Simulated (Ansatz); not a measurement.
Consider Al3Zn4Si9.

```
CELL_PARAMETERS angstrom
0.04441 -6.17070 0.07797
-6.27089 0.04687 0.00928
0.00190 0.07694 -6.99798
ATOMIC_POSITIONS crystal
Al 0.64611 0.85322 0.02467
Al 0.50487 0.63054 0.55514
Al 0.25258 0.83184 0.20133
Si 0.79330 0.41883 0.99971
Si 0.96330 0.98204 0.49661
Si 0.87659 0.71269 0.74779
Si 0.87500 0.40167 0.52930
Si 0.70730 0.12927 0.74928
Si 0.44012 0.02781 0.48554
Si 0.89366 0.66349 0.27699
Si 0.22477 0.27835 0.64914
Si 0.71876 0.16851 0.26763
Zn 0.11726 0.17809 0.00952
Zn 0.39923 0.48443 0.92454
Zn 0.25655 0.86282 0.81043
Zn 0.32234 0.39668 0.28139
```

Space group P1; a generated structure, not necessarily the stable one; computed without spin polarisation.

The calculation used Ansatz, DFT PBE, scalar-relativistic, plane waves, PAW.

Predict the valence pseudo-density and electron localisation function between the atoms.

Answer. Si–Si (2.38 Å): ρ is about 0.49 e/Å³ halfway; the ELF peaks at about 0.85 between the atoms.
Al–Si (2.51 Å): ρ is about 0.38 e/Å³ halfway; the ELF peaks at about 0.90 between the atoms.
Zn–Si (2.52 Å): the density is about 0.35 e/Å³ at the midpoint; the ELF peaks at about 0.85 in the valence shell of Si, 0.9 Å from its nucleus, and is about 0.60 at the midpoint.

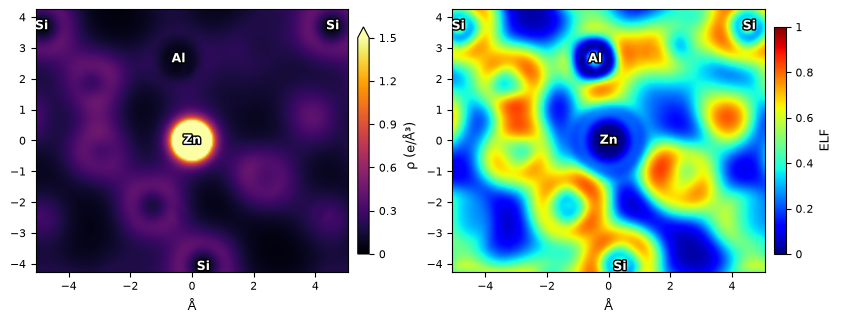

Computed valence pseudo-density and electron localisation function on the (111) plane of the conventional cell, in this order. Atoms just off the plane (Al, 0.8 Å away and Si, 0.3 Å away) can leave unmarked features too.

The density is the valence pseudo-density of a PAW calculation; it isn't the true density close to the nuclei.
